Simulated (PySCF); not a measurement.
# Geometry relaxation of SiH₂Br₂

SiH₂Br₂ (dibromosilane), SMILES Br[SiH2]Br, computed with PBE0-D3(BJ)/def2-SVP geometry optimisation, gas phase (PySCF 2.14.0).

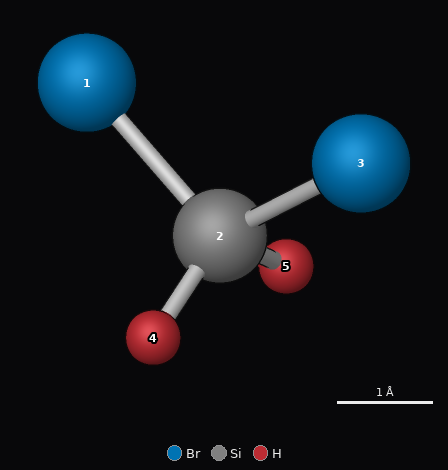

The structure as given in the input (ball-and-stick view, seen at a tilt; atoms are numbered from 1 in the order of the input). Bond lengths as drawn: Br–Si 2.18 to 2.20 Å and H–Si 1.44 to 1.45 Å.

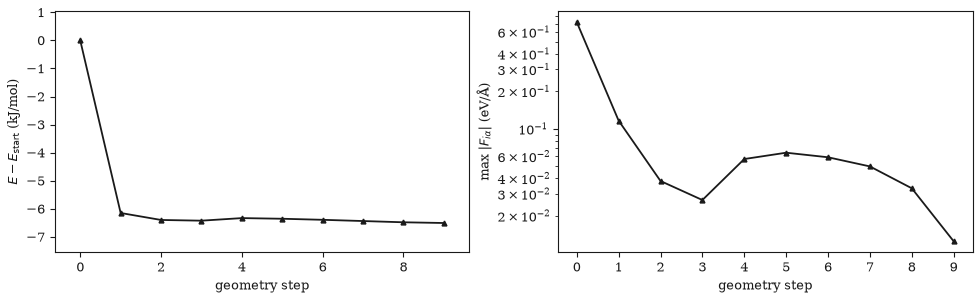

Progress of the relaxation, step by step (steps are counted from 0).

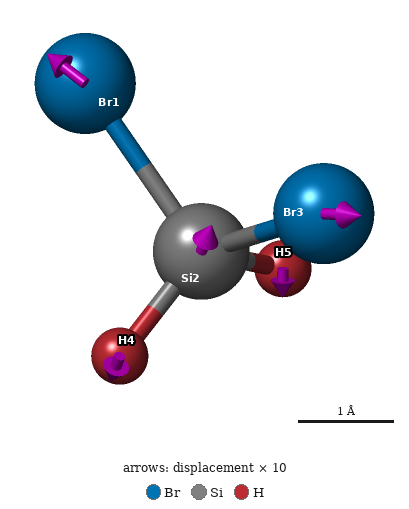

The starting structure with the displacements as pink arrows, magnified 10 times (ball-and-stick view, seen at a tilt). The two geometries are laid on each other by the best rigid fit. The largest move after the best rigid fit is that of Br1, 0.055 Å. By element the largest moves are Br 0.055 Å, H 0.040 Å, Si 0.040 Å. Distances before and after: Si2–H4 1.442 → 1.484 Å, Br1–Si2 2.175 → 2.215 Å, Si2–H5 1.454 → 1.485 Å, Si2–Br3 2.198 → 2.214 Å. Among the angles that change: H4–Si2–H5 117.1° → 112.2°, Br1–Si2–Br3 107.8° → 110.2°. Over 9 geometry steps the energy falls by 6.50 kJ/mol. The largest force component goes from 0.72 to 0.013 eV/Å. (Atoms are counted from 1 in the order of the input.)

These pictures come from the run below.

**The input**
```
{"job": {"xc": "PBE0", "basis": "def2-SVP", "d3": "d3bj", "grid": 1, "shake": 0.01, "kind": "geom"}, "charge": 0, "multiplicity": 1}
Br    -1.745070     1.087310    -0.057760
Si    -0.007740    -0.219610     0.007830
Br     1.787030     1.046120    -0.083910
H      0.023510    -0.896330     1.280930
H     -0.024160    -1.051460    -1.184980
```

The first line tells a small driver script what to run in PySCF; the rest is the geometry in Å.

Launched with:
```bash
OMP_NUM_THREADS=1 python <driver script> task.json out
```

**Output**
```
step   0  E = -5437.65983886  max force = 0.013996
step   1  E = -5437.66218031  max force = 0.002262
step   2  E = -5437.66227494  max force = 0.000741
step   3  E = -5437.66228461  max force = 0.000520
step   4  E = -5437.66224967  max force = 0.001112
step   5  E = -5437.66225855  max force = 0.001250
step   6  E = -5437.66227281  max force = 0.001149
step   7  E = -5437.66228955  max force = 0.000970
step   8  E = -5437.66230644  max force = 0.000647
step   9  E = -5437.66231618  max force = 0.000243
optimisation converged
```

**Trajectory as extended XYZ (Å, eV, eV/Å), 10 frames, from step=0 to step=9**
```
5
Properties=species:S:1:pos:R:3:forces:R:3 step=0 energy=-147966.26092
Br   -1.7451    1.0873   -0.0578   -0.7197   0.3758  -0.0030
Si   -0.0077   -0.2196    0.0078    0.3395   0.5629  -0.2503
Br    1.7870    1.0461   -0.0839    0.4452   0.1659  -0.0527
H     0.0235   -0.8963    1.2809   -0.0468  -0.5907   0.6621
H    -0.0242   -1.0515   -1.1850   -0.0181  -0.5139  -0.3562
5
Properties=species:S:1:pos:R:3:forces:R:3 step=1 energy=-147966.32463
Br   -1.8391    1.0853    0.2225    0.1163  -0.0338   0.0011
Si   -0.0244   -0.1964    0.2693   -0.0107  -0.0183   0.0052
Br    1.8316    1.0062    0.0889   -0.0880  -0.0262  -0.0188
H     0.0083   -0.9335    1.5567   -0.0013   0.0555   0.0603
H    -0.0788   -1.1379   -0.8754   -0.0164   0.0228  -0.0478
5
Properties=species:S:1:pos:R:3:forces:R:3 step=2 energy=-147966.32721
Br   -1.8228    1.0906    0.2246    0.0147   0.0130   0.0017
Si   -0.0244   -0.2039    0.2710   -0.0074  -0.0381   0.0043
Br    1.8235    1.0001    0.0745    0.0011  -0.0033  -0.0216
H     0.0100   -0.9220    1.5705    0.0031   0.0261   0.0094
H    -0.0885   -1.1410   -0.8785   -0.0115   0.0022   0.0062
5
Properties=species:S:1:pos:R:3:forces:R:3 step=3 energy=-147966.32747
Br   -1.8089    1.1037    0.2287   -0.0203   0.0262   0.0026
Si   -0.0255   -0.2087    0.2727    0.0004  -0.0088   0.0007
Br    1.8241    0.9863    0.0511    0.0268  -0.0054  -0.0199
H     0.0132   -0.9081    1.5822    0.0046   0.0033  -0.0063
H    -0.1051   -1.1495   -0.8727   -0.0114  -0.0154   0.0229
5
Properties=species:S:1:pos:R:3:forces:R:3 step=4 energy=-147966.32652
Br   -1.7699    1.1503    0.2416   -0.0554   0.0345   0.0044
Si   -0.0301   -0.2164    0.2778    0.0120   0.0533  -0.0147
Br    1.8346    0.9352   -0.0216    0.0572  -0.0077  -0.0051
H     0.0240   -0.8684    1.6104    0.0017  -0.0385  -0.0280
H    -0.1609   -1.1769   -0.8462   -0.0154  -0.0416   0.0434
5
Properties=species:S:1:pos:R:3:forces:R:3 step=5 energy=-147966.32676
Br   -1.7433    1.1877    0.2498   -0.0437   0.0237   0.0026
Si   -0.0335   -0.2167    0.2797    0.0128   0.0643  -0.0168
Br    1.8485    0.8934   -0.0681    0.0464  -0.0072   0.0041
H     0.0305   -0.8447    1.6231   -0.0022  -0.0457  -0.0260
H    -0.2043   -1.1960   -0.8226   -0.0133  -0.0351   0.0361
5
Properties=species:S:1:pos:R:3:forces:R:3 step=6 energy=-147966.32715
Br   -1.7447    1.1875    0.2497   -0.0345   0.0216   0.0025
Si   -0.0333   -0.2155    0.2796    0.0118   0.0591  -0.0163
Br    1.8500    0.8933   -0.0680    0.0359  -0.0088   0.0048
H     0.0305   -0.8453    1.6221   -0.0014  -0.0406  -0.0221
H    -0.2047   -1.1962   -0.8214   -0.0117  -0.0313   0.0311
5
Properties=species:S:1:pos:R:3:forces:R:3 step=7 energy=-147966.32761
Br   -1.7466    1.1874    0.2496   -0.0223   0.0188   0.0025
Si   -0.0331   -0.2139    0.2793    0.0094   0.0499  -0.0152
Br    1.8519    0.8931   -0.0678    0.0231  -0.0102   0.0055
H     0.0307   -0.8462    1.6206   -0.0007  -0.0329  -0.0168
H    -0.2052   -1.1966   -0.8197   -0.0095  -0.0255   0.0241
5
Properties=species:S:1:pos:R:3:forces:R:3 step=8 energy=-147966.32807
Br   -1.7488    1.1874    0.2492   -0.0075   0.0154   0.0028
Si   -0.0327   -0.2116    0.2790    0.0052   0.0333  -0.0130
Br    1.8543    0.8932   -0.0674    0.0085  -0.0113   0.0057
H     0.0311   -0.8479    1.6184    0.0001  -0.0210  -0.0096
H    -0.2060   -1.1974   -0.8171   -0.0062  -0.0163   0.0140
5
Properties=species:S:1:pos:R:3:forces:R:3 step=9 energy=-147966.32833
Br   -1.7503    1.1887    0.2483    0.0064   0.0125   0.0043
Si   -0.0322   -0.2085    0.2786   -0.0030   0.0023  -0.0083
Br    1.8566    0.8934   -0.0676   -0.0027  -0.0112   0.0044
H     0.0320   -0.8505    1.6154    0.0001  -0.0023  -0.0004
H    -0.2082   -1.1994   -0.8127   -0.0009  -0.0013  -0.0001
```

**Summary**

```json
{"quantity": "outcome", "value": "converged"}
{"quantity": "total energy", "value": "−5437.662316 hartree"}
{"quantity": "dipole moment", "value": "1.22 D"}
{"quantity": "point group", "value": "C2v"}
{"quantity": "hardware", "value": "1 CPU thread, shared host"}
{"quantity": "wall time", "value": "27 s"}
{"quantity": "peak memory", "value": "0.39 GiB"}
```
